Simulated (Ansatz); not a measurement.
# A correction line for PBE-D4/def2-TZVPP: vertical ionisation energy

The vertical ionisation energy (cation less neutral) in eV of 7 fluorocarbon molecules: x at PBE-D4/def2-TZVPP, y at CCSD(T)/def2-TZVPP. Shapes, held fixed at every level: PBE0-D4/def2-TZVP. Flexible molecules stand in one conformer, not always the lowest. Programs: Ansatz 0.2.0.

| molecule | x (eV) | y (eV) |
| --- | --- | --- |
| C5H6F2 (SMILES FC1=CCCC1F) | 9.48 | 9.91 |
| C4H3F5 (SMILES C/C(F)=C(\F)C(F)(F)F) | 9.87 | 10.41 |
| C2H2F2 (vinylidene fluoride) | 10.30 | 10.55 |
| C4H3F5 (SMILES FC/C(F)=C\C(F)(F)F) | 10.62 | 11.16 |
| C4H3F5 (SMILES F/C(=C/C(F)F)C(F)F) | 10.68 | 11.24 |
| C4H3F5 (SMILES FC1CC(F)(F)C1(F)F) | 10.77 | ? |
| C4F8 (octafluorocyclobutane) | 10.82 | 12.10 |

Task: Fit y = c + s·x to the known rows and predict y for C4H3F5 (SMILES FC1CC(F)(F)C1(F)F).

Result: 
1. Means of the 6 rows: x = 10.2950, y = 10.895.
2. Σ(Δx)² = 1.3743, Σ(Δx·Δy) = 1.8587, so the slope is 1.8587/1.3743 = 1.3525.
3. Intercept: 10.895 − (1.3525) × 10.2950 = -3.029. The largest residual of the fit is 0.49.
4. C4H3F5 (SMILES FC1CC(F)(F)C1(F)F): -3.029 + 1.3525 × 10.77 = 11.54 eV.

CCSD(T)/def2-TZVPP gives 11.91 eV, so the prediction is off by -0.37 eV, within the largest residual. Uncorrected, PBE-D4/def2-TZVPP misses C4H3F5 (SMILES FC1CC(F)(F)C1(F)F) by -1.14 eV, and the other rows by 0.60 on average. The line removes about 65 % of this miss. Left out in turn, the other rows are missed by 0.36 eV on average. Cations run unrestricted.

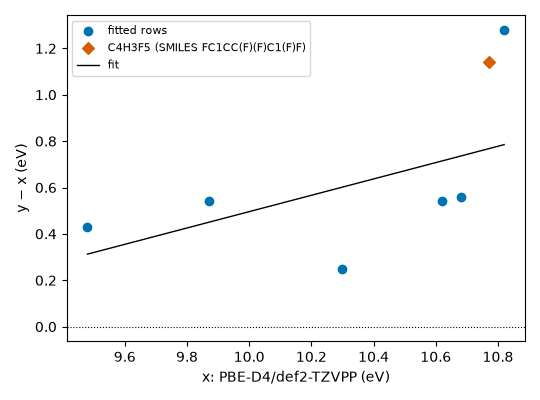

The correction y − x against x, with the fitted line and the withheld molecule.
